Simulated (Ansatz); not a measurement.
# (BaO)3(AgCl)1 [001] superlattice, started as rocksalt type: following an unstable mode

Wanted: the energy along a soft mode of (BaO)3(AgCl)1 [001] superlattice, started as rocksalt type and the structure at the end.

Calculated with Ansatz 0.2.0; DFT PBEsol, scalar-relativistic, plane waves, PAW.

The structure was built from a prototype and need not be the compound's stable phase.

**1. The starting structure**

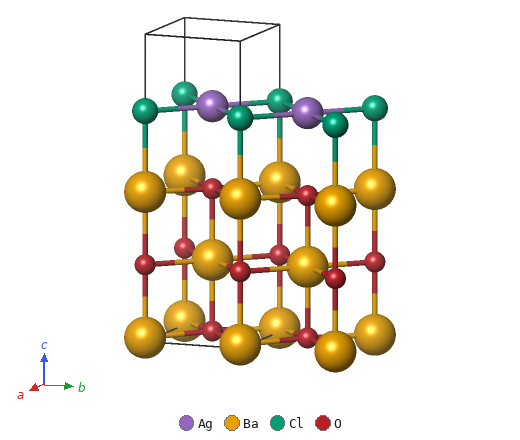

The cell as given, slightly off an axis (silver purple, barium orange, chlorine teal, oxygen red). 1×2×1 cells are drawn. Some periodic images of atoms are drawn too.

Coordinates:

```cif
data_structure
_symmetry_space_group_name_H-M 'P 1'
_symmetry_Int_Tables_number 1
_cell_length_a 3.8245
_cell_length_b 3.8245
_cell_length_c 11.5908
_cell_angle_alpha 90.000
_cell_angle_beta 90.000
_cell_angle_gamma 90.000
_cell_volume 169.54
loop_
_atom_site_label
_atom_site_type_symbol
_atom_site_fract_x
_atom_site_fract_y
_atom_site_fract_z
_atom_site_occupancy
Ag1 Ag 0.50000 0.50000 0.75000 1
Ba2 Ba 0.00000 0.00000 0.01287 1
Ba3 Ba 0.50000 0.50000 0.25000 1
Ba4 Ba 0.00000 0.00000 0.48713 1
Cl5 Cl 0.00000 0.00000 0.75000 1
O6 O 0.50000 0.50000 0.01854 1
O7 O 0.00000 0.00000 0.25000 1
O8 O 0.50000 0.50000 0.48146 1
```

**2. Linear response at the zone centre**

The cell comes from relaxations at this level that are not shown. The zone centre is the only wavevector solved here; it holds the modes that light can see, as far as symmetry allows. The response to a homogeneous field gives the Born charges and the dielectric tensor.

input.yaml

```yaml
crystal:
  lattice:
    - [2.7043451337, 2.7043451337, 0.0]
    - [-2.7043451337, 2.7043451337, 0.0]
    - [0.0, 0.0, 11.5908423673]
  atoms:
    - { symbol: Ag, position: [0.5, 0.5, 0.75] }
    - { symbol: Ba, position: [0.0, 0.0, 0.0128676196] }
    - { symbol: Ba, position: [0.5, 0.5, 0.25] }
    - { symbol: Ba, position: [0.0, 0.0, 0.4871323804] }
    - { symbol: Cl, position: [1.0, 0.0, 0.75] }
    - { symbol: O, position: [0.5, 0.5, 0.0185391162] }
    - { symbol: O, position: [1.0, 0.0, 0.25] }
    - { symbol: O, position: [0.5, 0.5, 0.4814608838] }
kpoints:
  mp_grid: { grid: [8, 8, 4] }
hamiltonian:
  xc: pbesol
scf:
  occupations: { method: fixed }
output:
  eigenvalues: true
phonons:
  method: dfpt
  dielectric: true
  rigid_motions: translations
```

Started as:

```
> ansatz run input.yaml --threads 8 --pin off --max-ram 14336MiB --backend cpu --events-out ev --progress --plain --runs-dir out
```

Numbers of over 12 decimals in the logs are rounded to 6 here.

The program printed:

```text
Engine: ansatz 0.2.0, aarch64-unknown-linux-gnu
Pseudopotentials: kind: paw
Pseudopotential: Ag, paw, valence charge 19, recommended cutoff 420 eV (normal), Ag.paw.azcp
Pseudopotential: Ba, paw, valence charge 10, recommended cutoff 420 eV (normal), Ba.paw.azcp
Pseudopotential: Cl, paw, valence charge 7, recommended cutoff 420 eV (normal), Cl.paw.azcp
Pseudopotential: O, paw, valence charge 6, recommended cutoff 420 eV (normal), O.paw.azcp
Functional definition: PBEsol
  exchange = pbesol_x
  correlation = pbesol_c
Crystal: 8 atoms, lattice volume = 169.539 Å³
Basis set: ecut = 420 eV, 3295 PW (Γ), exchange–correlation on 54×54×160 points (8 copies of the dense FFT grid, shifted against one another)
Bands: 45, of which v1, the nominal top of the filled ones, is band 37 counted from 1 (36 counted from 0)
Symmetry: 16 space group operations
k-points: 78 of 256 (irreducible under 2 space group operations, time reversal used)
Non-local potential: Ag, projectors of the file, l = 0: 3, l = 1: 2, l = 2: 2, l = 3: 1
Non-local potential: Ba, projectors of the file, l = 0: 3, l = 1: 2, l = 2: 2, l = 3: 2
Non-local potential: Cl, projectors of the file, l = 0: 2, l = 1: 2, l = 2: 2
Non-local potential: O, projectors of the file, l = 0: 2, l = 1: 2, l = 2: 1
PAW form: soft (Blöchl's): semilocal exchange-correlation on the pseudo side does not see the compensation charge
PAW frozen core: Ag, regenerated for the run's functional, and the local potential with it (the file was generated under x = pbe(κ = 0.804, μ = 0.219515), c = pbe(β = 0.066725))
PAW frozen core: Ba, regenerated for the run's functional, and the local potential with it (the file was generated under x = pbe(κ = 0.804, μ = 0.219515), c = pbe(β = 0.066725))
PAW frozen core: Cl, regenerated for the run's functional, and the local potential with it (the file was generated under x = pbe(κ = 0.804, μ = 0.219515), c = pbe(β = 0.066725))
PAW frozen core: O, regenerated for the run's functional, and the local potential with it (the file was generated under x = pbe(κ = 0.804, μ = 0.219515), c = pbe(β = 0.066725))
PAW one-centre angular grid: Ag, 590 points (default); XC on 64 Gauss nodes
PAW one-centre angular grid: Ba, 194 points (default); XC on 64 Gauss nodes
PAW one-centre angular grid: Cl, 110 points (default); XC on 64 Gauss nodes
PAW one-centre angular grid: O, 110 points (default); XC on 64 Gauss nodes
Initial density: superposition of atomic densities (neutral atoms: chi_scale 0, normalization atom), corrected by the library's trained network
Initial wavefunctions: pseudopotential atomic-orbital guess
Functional: x = pbesol(κ = 0.804, μ = 0.123457), c = pbesol(β = 0.046)
SCF iter   1: F=—  HF=-27861.841474 eV  |F-HF|=—  |Δ(HF+E_count)|=         —  Δρ=1.40e-2  dr2=3.41e-1  ethr=1.77e-3  ⟨swp⟩=5.0  Hψ=12676  notcnv=0  defer=377
preconditioner: auto → Resta (q_TF=auto, 2.376 Å⁻¹)  ε∞=5.0  [insulator: Δε(μ)=0.348 eV  Ē_g=10.999 eV  n_scr=40 (ndim 8)  ℏωp=22.1 eV  f_vac=0.010  ε∞_Penn≈5.0]
SCF iter   2: F=—  HF=-27861.786064 eV  |F-HF|=—  |Δ(HF+E_count)|=   5.54e-2  Δρ=7.35e-3  dr2=8.76e-2  ethr=4.61e-4  ⟨swp⟩=2.1  Hψ=7187  notcnv=0  defer=454
SCF iter   3: F=—  HF=-27861.770923 eV  |F-HF|=—  |Δ(HF+E_count)|=   1.51e-2  Δρ=1.48e-3  dr2=6.30e-3  ethr=1.18e-4  ⟨swp⟩=2.0  Hψ=5706  notcnv=0  defer=462
SCF iter   4: F=—  HF=-27861.769833 eV  |F-HF|=—  |Δ(HF+E_count)|=   1.09e-3  Δρ=7.32e-4  dr2=1.20e-3  ethr=8.51e-6  ⟨swp⟩=2.6  Hψ=6398  notcnv=0  defer=465
SCF iter   5: F=—  HF=-27861.769735 eV  |F-HF|=—  |Δ(HF+E_count)|=   9.81e-5  Δρ=4.08e-4  dr2=3.11e-4  ethr=1.62e-6  ⟨swp⟩=2.0  Hψ=5740  notcnv=0  defer=462
SCF iter   6: F=—  HF=-27861.769713 eV  |F-HF|=—  |Δ(HF+E_count)|=   2.26e-5  Δρ=1.10e-4  dr2=2.17e-5  ethr=4.20e-7  ⟨swp⟩=2.0  Hψ=6477  notcnv=0  defer=426
SCF iter   7: F=—  HF=-27861.769709 eV  |F-HF|=—  |Δ(HF+E_count)|=   3.41e-6  Δρ=4.42e-5  dr2=2.84e-6  ethr=2.93e-8  ⟨swp⟩=2.0  Hψ=6269  notcnv=0  defer=267
SCF iter   8: F=—  HF=-27861.769729 eV  |F-HF|=—  |Δ(HF+E_count)|=   1.93e-5  Δρ=6.38e-6  dr2=9.84e-8  ethr=3.84e-9  ⟨swp⟩=2.0  Hψ=5877  notcnv=0  defer=215
SCF iter   9: F=—  HF=-27861.769729 eV  |F-HF|=—  |Δ(HF+E_count)|=   6.62e-8  Δρ=1.86e-6  dr2=6.10e-9  ethr=1.33e-10  ⟨swp⟩=2.0  Hψ=6201  notcnv=0  defer=215
SCF iter  10: F=—  HF=-27861.769729 eV  |F-HF|=—  |Δ(HF+E_count)|=   2.54e-9  Δρ=4.58e-7  dr2=4.65e-10  ethr=8.25e-12  ⟨swp⟩=2.0  Hψ=6071  notcnv=0  defer=215
SCF iter  11: F=—  HF=-27861.769729 eV  |F-HF|=—  |Δ(HF+E_count)|=  1.49e-10  Δρ=3.33e-7  dr2=1.69e-10  ethr=1.00e-12  ⟨swp⟩=18.5  Hψ=26959  notcnv=0
SCF iter  12: F=-27861.769729 eV  HF=-27861.769729 eV  |F-HF|=6.55e-11  |Δ(HF+E_count)|=  3.64e-12  Δρ=2.17e-7  dr2=8.16e-11  ethr=1.00e-12  ⟨swp⟩=6.0  Hψ=18127  notcnv=0
SCF 1 converged in 12 iterations: F = -27861.769729 eV  dr2 = 8.16e-11
  greatest PAW one-centre occupation: 1.001 electrons in one spin orbital (limit 2), on the Ag atom at site 0 (counted from 0), in its partial waves of l = 0
DFPT response loops at Γ: preconditioner auto → Resta (q_TF=auto, 2.376 Å⁻¹)  ε∞=12.4 (no band partly filled); β = 1.00, the filter's whole step (`scf.mixing.beta` (0.50) is not read by the response loops at its default; to damp them type it under 1.00, their step now; it binds the ground state too); Broyden in place of MSR1
── the response to a field inside a basis, on 8×8×4 k-points: an SCF that follows is theirs, and a resumed run solves both again ──
Bands: 38, of which v1, the nominal top of the filled ones, is band 37 counted from 1 (36 counted from 0)
k-points: 20 of 256
Initial density: handed on by an earlier stage of this run
Initial wavefunctions: pseudopotential atomic-orbital guess (no wavefunctions were taken with the density)
Eigensolver: Dense (20 Hₖ)
SCF iter   1: F=—  HF=-27861.511991 eV  |F-HF|=—  |Δ(HF+E_count)|=         —  Δρ=6.36e-4  dr2=2.49e-4  ethr=1.00e-1
preconditioner: auto → Resta (q_TF=auto, 2.376 Å⁻¹)  ε∞=7.1  [insulator: Δε(μ)=0.649 eV  Ē_g=8.972 eV  n_scr=40 (ndim 8)  ℏωp=22.1 eV  f_vac=0.006  ε∞_Penn≈7.1]
SCF iter   2: F=—  HF=-27861.512020 eV  |F-HF|=—  |Δ(HF+E_count)|=   2.91e-5  Δρ=2.96e-4  dr2=8.24e-5  ethr=3.36e-7
SCF iter   3: F=—  HF=-27861.512038 eV  |F-HF|=—  |Δ(HF+E_count)|=   1.75e-5  Δρ=1.64e-4  dr2=2.24e-5  ethr=1.11e-7
SCF iter   4: F=—  HF=-27861.512044 eV  |F-HF|=—  |Δ(HF+E_count)|=   6.27e-6  Δρ=7.03e-5  dr2=9.09e-6  ethr=3.03e-8
SCF iter   5: F=—  HF=-27861.512043 eV  |F-HF|=—  |Δ(HF+E_count)|=   1.26e-6  Δρ=1.67e-5  dr2=4.31e-7  ethr=1.23e-8
SCF iter   6: F=—  HF=-27861.512043 eV  |F-HF|=—  |Δ(HF+E_count)|=   2.39e-7  Δρ=1.28e-5  dr2=2.60e-7  ethr=5.82e-10
SCF iter   7: F=-27861.512043 eV  HF=-27861.512043 eV  |F-HF|=1.34e-8  |Δ(HF+E_count)|=   6.80e-9  Δρ=3.11e-6  dr2=1.64e-8  ethr=3.51e-10
SCF 1 converged in 7 iterations: F = -27861.512043 eV  dr2 = 1.64e-8
DFPT response loops at Γ: preconditioner auto → Resta (q_TF=auto, 2.376 Å⁻¹)  ε∞=9.6 (no band partly filled); β = 1.00, the filter's whole step (`scf.mixing.beta` (0.50) is not read by the response loops at its default; to damp them type it under 1.00, their step now; it binds the ground state too); Broyden in place of MSR1
WARN: field response: ε∞ stands inside a basis, on 8×8×4 points; the force constants stand on the 8×8×4 k-mesh, whose period is 13.76 times the interband length at k = (0.0000, 0.0000, 0.0000), direct gap 0.703 eV, under 14: take them and everything formed from them as unconverged, and compare with a denser kpoints.mp_grid
SCF converged after 12 iterations
Free energy (F): -27861.769729 eV
Harris-Foulkes:  -27861.769729 eV  (|F-HF|=6.55e-11)
Internal energy: -27861.769729 eV  (E = F + TS)
E sigma→0 (E₀):  -27861.769729 eV
Fermi energy:    8.713398 eV
--- Per-component energies (eV) ---
  E_band       = -418.145629
  E_kinetic    = 1722.541017
  E_local      = -5532.244656  (includes V_loc(G=0)·N_el)
  E_nonlocal   = 435.817187
  E_hartree    = 2316.215393
  E_xc         = -1011.952636
  E_vxc        = -1047.070168  (∫ρ·V_xc dr)
  E_paw        = -20356.622771  (= ΣΔE_a)
  E_vpaw       = -629.627114  (= ΣTr[D̂ρ^β])
  E_aug_tail   = 0.007534  (compensation charges beyond the density's cutoff)
  E_ewald      = -5436.492132
  E_core_change = 0.961334  (= ΣΔE_core)
  E_smearing   = -0.000000  (= −TS)
  E_closure    = 0.000000  (closes the sum)
  Σ components = -27861.769729   (vs F -27861.769729, Δ=0.00e0)
--- Band table (eV; the first three rows and the last of 78) ---
  k-point 0: bands = [... 33 lower, 8.2642, 8.2642, 8.3986, 8.3986, 9.1018, 10.8529, 11.6288, 12.7328, ... 4 higher]
  k-point 1: bands = [... 33 lower, 8.2610, 8.2610, 8.3998, 8.3998, 9.3076, 10.8526, 11.6265, 12.7431, ... 4 higher]
  k-point 2: bands = [... 33 lower, 8.2578, 8.2578, 8.4009, 8.4009, 9.4849, 10.8523, 11.6242, 12.5581, ... 4 higher]
  k-point 77: bands = [... 33 lower, 8.5409, 8.5409, 8.7126, 8.7126, 10.1636, 11.2970, 11.2970, 12.5154, ... 4 higher]
--- Phonons (Γ-DFPT): 12 representative perturbations + reference, on 78 of 256 k-points (Σ response iterations 45) ---
  k mesh reduced under 2 symmetry operations, with k and −k counted as one. Each operation leaves every solved perturbation unchanged. A smaller set is not considered because the run solves the response to a homogeneous field
  ASR residual: 3.172e-4 → 0.000e0 eV/Å²; symmetrization residual: 6.552e-6 eV/Å²
  ASR residual per site (eV/Å²): 2.39e-5 1.55e-5 4.23e-5 1.55e-5 3.64e-5 3.17e-4 2.67e-4 3.17e-4
  Γ frequencies (cm⁻¹): -100.84 0.00 0.00 0.00 28.64 28.64 48.66 48.66 76.11 76.11 100.76 121.55 125.00 125.00 148.51 148.51 149.94 152.68 152.68 162.34 162.34 198.91 259.69 284.15
  ε∞ (high-frequency dielectric tensor):
        4.911942     0.000000     0.000000
        0.000000     4.911942     0.000000
        0.000000     0.000000     5.443878
  softest optical mode at Γ: -100.84 cm⁻¹; the repairs (sum rule, projections) moved no ω² at Γ by more than (2.84 cm⁻¹)²
  Born effective charges Z* (e; rows j = field, columns β = displacement):
    site 0:
         1.31758    0.00000    0.00000
        -0.00000    1.31758    0.00000
        -0.00000    0.00000    1.61698
    site 1:
         2.84354    0.00000   -0.00000
         0.00000    2.84354   -0.00000
        -0.00000    0.00000    2.44341
    site 2:
         2.79746    0.00000    0.00000
         0.00000    2.79746    0.00000
        -0.00000    0.00000    2.94958
    site 3:
         2.84354    0.00000    0.00000
         0.00000    2.84354    0.00000
        -0.00000    0.00000    2.44341
    site 4:
        -1.42483    0.00000    0.00000
        -0.00000   -1.42483    0.00000
        -0.00000    0.00000   -1.39994
    site 5:
        -2.80466    0.00000   -0.00000
        -0.00000   -2.80466   -0.00000
         0.00000    0.00000   -2.64016
    site 6:
        -2.76796   -0.00000    0.00000
        -0.00000   -2.76796    0.00000
        -0.00000    0.00000   -2.77312
    site 7:
        -2.80466   -0.00000    0.00000
         0.00000   -2.80466    0.00000
        -0.00000   -0.00000   -2.64016
  Z* charge neutrality: 3.060e-2 e pre-enforcement
  solved inside a basis spanned on kpoints, on 8×8×4 k-points, its susceptibility summed on 16×16×6: ε∞ is read to err by 4.3e-2, Z* by 2.7e-2 e (field_mesh: kpoints solves on kpoints); Z* is corrected for what the basis lacks
  optical modes at Γ without the LO–TO term, one row a degenerate level:
      ω (cm⁻¹)  modes    IR ((D/Å)²/amu)
       -100.84      1             9.1823
         28.64      2             1.4695
         48.66      2             0.0000
         76.11      2             0.0058
        100.76      1             0.0000
        121.55      1             0.0496
        125.00      2            18.9579
        148.51      2            50.2383
        149.94      1            15.0278
        152.68      2             0.0000
        162.34      2             8.2451
        198.91      1             6.5201
        259.69      1             5.7148
[...]
optical modes at Γ + LO–TO along q̂ = [1.0000, 0.0000, 0.0000]:
      ω (cm⁻¹)  modes    IR ((D/Å)²/amu)
[...]
optical modes at Γ + LO–TO along q̂ = [0.0000, 1.0000, 0.0000]:
      ω (cm⁻¹)  modes    IR ((D/Å)²/amu)
[...]
optical modes at Γ + LO–TO along q̂ = [0.0000, 0.0000, 1.0000]:
      ω (cm⁻¹)  modes    IR ((D/Å)²/amu)
[...]
48.66      2             0.0000
         76.11      2             0.0058
        100.76      1             0.0000
        121.64      1             0.0016
        125.00      2            18.9579
        148.51      2            50.2383
        152.68      2             0.0000
        162.34      2             8.2451
        182.14      1             0.6220
        237.95      1             2.1713
        284.15      1             0.0000
        341.66      1            32.7720
```

Run time: 3.1 min. Hardware: 8 threads of Arm Neoverse V1, shared host; peak memory 3.1 GiB.

This step gave:

* gap on the k-mesh: 0.3884 eV
* volume per atom: 21.19 Å³
* sum-rule residual before enforcement: 3.17e-4 eV/Å²
* miss of the charge sum rule: 0.03060 e
* estimated error of the dielectric tensor: 0.04304
* estimated error of the Born charges: 0.02691 e
* point group: 4/mmm
* highest optical mode at the zone centre (no LO-TO term): 284.1 cm⁻¹
* lowest optical zone-centre mode: -100.8 cm⁻¹
* mean high-frequency dielectric constant: 5.089
* largest Born charge (third of the trace): 2.848 e
* top of the zone-centre spectrum with the field: 349.0 cm⁻¹

Without the LO-TO term. Patterns of degenerate modes are one choice out of their space. Modes at Γ, with each element's share of the kinetic energy (negative means imaginary):

```tsv
mode	frequency (cm⁻¹)	symmetry	Ag %	Ba %	Cl %	O %
1	-100.8	A2u	66	5	1	28
2	0.0	acoustic	18	68	6	8
3	0.0	acoustic	18	68	6	8
4	0.0	acoustic	18	68	6	8
5	28.6	Eu	54	25	20	1
6	28.6	Eu	54	25	20	1
7	48.7	Eg	0	95	0	5
8	48.7	Eg	0	95	0	5
9	76.1	Eu	0	95	0	4
10	76.1	Eu	0	95	0	4
11	100.8	A1g	0	91	0	9
12	121.5	A2u	0	90	3	7
13	125.0	Eu	27	1	62	10
14	125.0	Eu	27	1	62	10
15	148.5	Eu	0	6	12	82
16	148.5	Eu	0	6	12	82
17	149.9	A2u	15	20	1	64
18	152.7	Eg	0	5	0	95
19	152.7	Eg	0	5	0	95
20	162.3	Eu	0	5	0	95
21	162.3	Eu	0	5	0	95
22	198.9	A2u	0	8	54	38
23	259.7	A2u	1	9	35	55
24	284.1	A1g	0	9	0	91
```

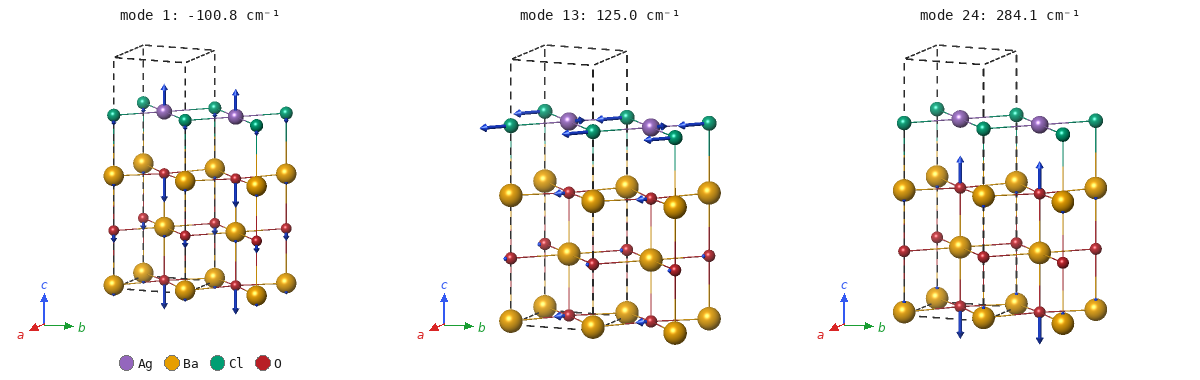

Displacement patterns of modes 1, 13 and 24 at Γ; arrows are exaggerated. 1×2×1 cells are drawn. Some periodic images of atoms are drawn too.

Before it was imposed, the acoustic sum rule was missed by 3.2e-4 eV/Å² and the charge sum rule by 0.031 e. The charge miss is large and points to the mesh or the basis. The lowest optical mode is imaginary, 100.8i cm⁻¹, so the energy falls along it.

The log warns of the k mesh: “the force constants stand on the 8×8×4 k-mesh, whose period is 13.76 times the interband length at k = (0.0000, 0.0000, 0.0000), direct gap 0.703 eV, under 14: take them and everything formed from them as unconverged”.

**3. The mode frozen in, largest atomic shift 0 Å**

The mode followed lies at Γ with frequency 100.8i cm⁻¹, the softest among the wavevectors solved. At small amplitude the distorted cell has space group no. 99 by a symmetry search on the positions. The undistorted cell that holds it gives the zero of energy on the same k mesh.

input.yaml

```yaml
crystal:
  lattice:
    - [2.7043451337, 2.7043451337, 0.0]
    - [-2.7043451337, 2.7043451337, 0.0]
    - [0.0, 0.0, 11.5908423673]
  atoms:
    - { symbol: Ag, position: [0.5, 0.5, 0.75] }
    - { symbol: Ba, position: [0.0, 0.0, 0.0128676196] }
    - { symbol: Ba, position: [0.5, 0.5, 0.25] }
    - { symbol: Ba, position: [0.0, 0.0, 0.4871323804] }
    - { symbol: Cl, position: [0.0, 0.0, 0.75] }
    - { symbol: O, position: [0.5, 0.5, 0.0185391162] }
    - { symbol: O, position: [0.0, 0.0, 0.25] }
    - { symbol: O, position: [0.5, 0.5, 0.4814608838] }
kpoints:
  mp_grid: { grid: [8, 8, 4] }
hamiltonian:
  xc: pbesol
scf:
  occupations: { method: gaussian, width: 0.02 }
output:
  forces: true
  stress: true
  eigenvalues: true
```

The program printed:

```text
[...]
Crystal: 8 atoms, lattice volume = 169.539 Å³
Basis set: ecut = 420 eV, 3295 PW (Γ), exchange–correlation on 54×54×160 points (8 copies of the dense FFT grid, shifted against one another)
Bands: 45, of which v1, the nominal top of the filled ones, is band 37 counted from 1 (36 counted from 0)
Symmetry: 16 space group operations
[...]
k-points: 45 of 256
[...]
k-point 0: bands = [... 33 lower, 8.2642, 8.2642, 8.3986, 8.3986, 9.1018, 10.8529, 11.6288, 12.7328, ... 3 higher]
  k-point 1: bands = [... 33 lower, 8.2610, 8.2610, 8.3998, 8.3998, 9.3076, 10.8526, 11.6265, 12.7431, ... 3 higher]
  k-point 2: bands = [... 33 lower, 8.2578, 8.2578, 8.4009, 8.4009, 9.4848, 10.8523, 11.6241, 12.5581, ... 3 higher]
  k-point 44: bands = [... 33 lower, 8.5409, 8.5409, 8.7126, 8.7126, 10.1636, 11.2970, 11.2970, 12.5154, ... 3 higher]
[key lines of the parts left out:]
SCF converged after 8 iterations
Free energy (F): -27861.769729 eV
Fermi energy:    8.908425 eV
P = ⅓ Tr σ = 0.0063 GPa (0.063 kbar)
```

Run time: 3.8 s. Hardware: 8 threads; peak memory 0.83 GiB; 28 s of CPU time.

This step gave:

- pressure: 0.006322 GPa
- energy from the undistorted cell: 0 meV/atom

At this level the gap is 0.39 eV on the k-mesh of the self-consistent run, which can miss the band edges.

**4. The mode frozen in, largest atomic shift 0.45 Å**

The atoms are moved along the unstable eigenvector, the largest shift by 0.45 Å, with the cell fixed.

input.yaml, the sections that differ from step 3:

```yaml
crystal:
  lattice:
    - [2.7043451337, 2.7043451337, 0.0]
    - [-2.7043451337, 2.7043451337, 0.0]
    - [0.0, 0.0, 11.5908423673]
  atoms:
    - { symbol: Ag, position: [0.5, 0.5, 0.7835856211] }
    - { symbol: Ba, position: [0.0, 0.0, 0.0082813138] }
    - { symbol: Ba, position: [0.5, 0.5, 0.2453965175] }
    - { symbol: Ba, position: [0.0, 0.0, 0.4825460746] }
    - { symbol: Cl, position: [0.0, 0.0, 0.7420382325] }
    - { symbol: O, position: [0.5, 0.5, -0.0202846367] }
    - { symbol: O, position: [0.0, 0.0, 0.2370952108] }
    - { symbol: O, position: [0.5, 0.5, 0.4426371309] }
# kpoints, hamiltonian, scf, output: as in step 3
```

The program printed:

```text
[...]
Crystal: 8 atoms, lattice volume = 169.539 Å³
Basis set: ecut = 420 eV, 3295 PW (Γ), exchange–correlation on 54×54×160 points (8 copies of the dense FFT grid, shifted against one another)
Bands: 45, of which v1, the nominal top of the filled ones, is band 37 counted from 1 (36 counted from 0)
Symmetry: 8 space group operations
[...]
k-points: 45 of 256 (time reversal used)
[...]
k-point 0: bands = [... 33 lower, 8.1528, 8.1528, 8.4168, 8.4168, 9.6426, 10.7724, 11.3835, 12.7110, ... 3 higher]
  k-point 1: bands = [... 33 lower, 8.1518, 8.1518, 8.4169, 8.4169, 9.7830, 10.7707, 11.3854, 12.7064, ... 3 higher]
  k-point 2: bands = [... 33 lower, 8.1509, 8.1509, 8.4172, 8.4172, 9.9229, 10.7691, 11.3872, 12.5247, ... 3 higher]
  k-point 44: bands = [... 33 lower, 8.3706, 8.3706, 8.7487, 8.7487, 10.7011, 11.6780, 11.6780, 12.6354, ... 3 higher]
[key lines of the parts left out:]
SCF converged after 10 iterations
Free energy (F): -27861.951246 eV
Fermi energy:    9.196340 eV
P = ⅓ Tr σ = 0.8859 GPa (8.859 kbar)
```

Wall time 6.1 s (8 threads); peak memory 0.75 GiB; 47 s of CPU time.

Numbers from this step:

```yaml
pressure: 0.8859 GPa
gap_on_the_k_mesh: 0.8931 eV
energy_from_the_undistorted_cell: -22.69 meV/atom
```

The energy, extrapolated to zero smearing, is -22.69 meV/atom against the undistorted cell.

The run ends at a pressure of 0.89 GPa, with forces up to 1.4 eV/Å.

[end of part 1 of 3]

[Logs are printed without paths, hosts, clocks, repeated set-up lines and the standing remarks that a program may print on its own settings, such as how far it seeks lower states.]

[Hosts, paths, dates, database ids (printed as entryN), source tags and the programs' standing remarks are cut or masked in the printed files.]
